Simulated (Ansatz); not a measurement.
**What a change does: geometry relaxation on SnO$_{2}$**

System: SnO$_{2}$, multiplicity 3.
Method of the first run: UKS B3LYP-D4/def2-TZVP (Ansatz 0.2.0).

The geometry: B3LYP-D4/def2-TZVP start. Text and figures count atoms from 1; the logs count them from 0 in places.

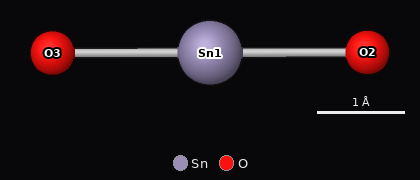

Figure 1. The starting structure (ball-and-stick view, seen on its broad side; atoms are numbered from 1 in the order of the input). Sticks mark near contacts. Bond lengths as drawn: O–Sn 1.81 Å.

**Input file, the first run**
```yaml
crystal:
  periodic: [false, false, false]
  atoms:
    - {symbol: Sn, position_ang: [0.000062, 0.000000, 0.000008]}
    - {symbol: O, position_ang: [-0.080179, 1.768361, 0.395097]}
    - {symbol: O, position_ang: [0.080126, -1.768361, -0.395115]}
basis:
  gaussian: {orbitals: def2-TZVP}
magnetization: {spin_polarized: true, initial_magnetization: 2}
hamiltonian: {xc: {name: B3LYP}, dispersion: d4}
scf: {lower_state_search: "off"}
output: {orbitals: {seedname: orbitals}}
relax: {f_tol: 0.02, max_steps: 100}
```

Command:
```bash
ansatz run in.yaml --threads 2 --pin off --events-out ev --progress --plain --max-ram 4352MiB
```

Hardware: 2 threads of Arm Neoverse V2, 23 GiB of memory available, shared host.

**Output, shortened to warnings, some set-up lines, iterations and results (the first run)**
```
[...]
mean field evaluation 1: about -9914.0801 eV, gradient 5.2e1 eV
mean field evaluation 2: about -9851.4869 eV, gradient 1.2e2 eV
mean field evaluation 4: about -9924.4088 eV, gradient 3.0e0 eV
mean field evaluation 8: about -9924.5164 eV, gradient 1.3e-1 eV
mean field evaluation 16: about -9924.5165 eV, gradient 5.4e-4 eV
[... 14 lines ...]
relax step  12: F+E_penalty+E_count = -9926.26426355 eV  Δ(F+E_penalty+E_count) = -1.590e-1 eV  max|allowed force component| = 3.893e-1 eV/Å  Δτ_max = 0.1925 Å  (38 SCF …
mean field evaluation 128: about -9926.1890 eV, gradient 1.8e-6 eV
relax step  13: F+E_penalty+E_count = -9926.28378600 eV  Δ(F+E_penalty+E_count) = -1.952e-2 eV  max|allowed force component| = 1.197e-1 eV/Å  Δτ_max = 0.1250 Å  (31 SCF …
relax step  14: F+E_penalty+E_count = -9926.28725014 eV  Δ(F+E_penalty+E_count) = -3.464e-3 eV  max|allowed force component| = 4.418e-2 eV/Å  Δτ_max = 0.0541 Å  (26 SCF …
relax step  15: F+E_penalty+E_count = -9926.28783865 eV  Δ(F+E_penalty+E_count) = -5.885e-4 eV  max|allowed force component| = 1.621e-3 eV/Å  Δτ_max = 0.0150 Å  (27 SCF …
Total energy: -9926.28804277 eV, -364.7843572920 hartree
Atom 0 at     0.864965     0.001979     0.166607 Å, force    -0.001621    -0.000004    -0.000312 eV/Å
Atom 1 at    -0.498057     1.445845     0.239959 Å, force     0.000859    -0.001064    -0.000082 eV/Å
Atom 2 at    -0.366899    -1.447825    -0.406576 Å, force     0.000762     0.001068     0.000394 eV/Å
Dipole moment:     0.664805     0.001521     0.128056 e Å
Checks for a lower state left out: stability, starts, cluster_reference, orbital_swaps, neighbouring_geometries, increment
```

For the second run the input was changed thus:
```diff
-magnetization: {spin_polarized: true, initial_magnetization: 2}
+magnetization: {spin_polarized: true, initial_magnetization: 4}
```

How does the second run compare with the first run?

With the same method and basis, the second run lies 72.6 kcal/mol higher. The HOMO goes from −8.03 to −4.95 eV. The LUMO goes from −4.80 to −5.59 eV. The dipole moment goes from 3.25 to 1.68 D. On the same kind of shared host the second run took about 3.1 times as long.

**Output, shortened to warnings, some set-up lines, iterations and results (the second run)**
```
WARN: the results are in doubt because the forces break the atoms' symmetry
WARN: the results are in doubt because the forces break the atoms' symmetry
WARN: the results are in doubt because the forces break the atoms' symmetry
[...]
mean field evaluation 1: about -9916.5580 eV, gradient 3.1e1 eV
mean field evaluation 2: about -9906.8847 eV, gradient 5.8e1 eV
mean field evaluation 4: about -9920.0399 eV, gradient 1.5e0 eV
mean field evaluation 8: about -9920.0473 eV, gradient 1.2e-2 eV
mean field evaluation 16: about -9920.1180 eV, gradient 6.2e-5 eV
[... 19 lines ...]
relax step  14: F+E_penalty+E_count = -9923.07660380 eV  Δ(F+E_penalty+E_count) = -8.593e-2 eV  max|allowed force component| = 1.915e-1 eV/Å  Δτ_max = 0.2000 Å  (34 SCF …
mean field evaluation 224: about -9923.0386 eV, gradient 9.6e-5 eV
relax step  15: F+E_penalty+E_count = -9923.12548477 eV  Δ(F+E_penalty+E_count) = -4.888e-2 eV  max|allowed force component| = 3.229e-1 eV/Å  Δτ_max = 0.1953 Å  (35 SCF …
relax step  16: F+E_penalty+E_count = -9923.14011901 eV  Δ(F+E_penalty+E_count) = -1.463e-2 eV  max|allowed force component| = 5.374e-2 eV/Å  Δτ_max = 0.0536 Å  (29 SCF …
relax step  17: F+E_penalty+E_count = -9923.14060343 eV  Δ(F+E_penalty+E_count) = -4.844e-4 eV  max|allowed force component| = 9.812e-4 eV/Å  Δτ_max = 0.0153 Å  (25 SCF …
Total energy: -9923.14082028 eV, -364.6686989989 hartree
Atom 0 at     0.352554    -0.117251     0.596292 Å, force    -0.000580     0.000193    -0.000981 eV/Å
Atom 1 at    -0.256678     1.832576     0.098204 Å, force     0.000306    -0.000437     0.000414 eV/Å
Atom 2 at    -0.095867    -1.715324    -0.694506 Å, force     0.000275     0.000244     0.000567 eV/Å
Dipole moment:     0.175197    -0.058267     0.296323 e Å
Checks for a lower state left out: stability, starts, cluster_reference, orbital_swaps, neighbouring_geometries, increment
```

**The two runs side by side**

| quantity | the first run | the second run |
| --- | --- | --- |
| outcome | converged | converged |
| total energy (hartree) | −364.784357 | −364.668699 |
| HOMO (eV) | −8.03 | −4.95 |
| LUMO (eV) | −4.80 | −5.59 |
| dipole moment (D) | 3.25 | 1.68 |
| ⟨S²⟩ | 2.018 | 6.021 |
| largest force (eV/Å) | 0.002 | 0.001 |
| basis functions | 112 | 112 |
| wall time (shared host) | 23 s | 72 s |
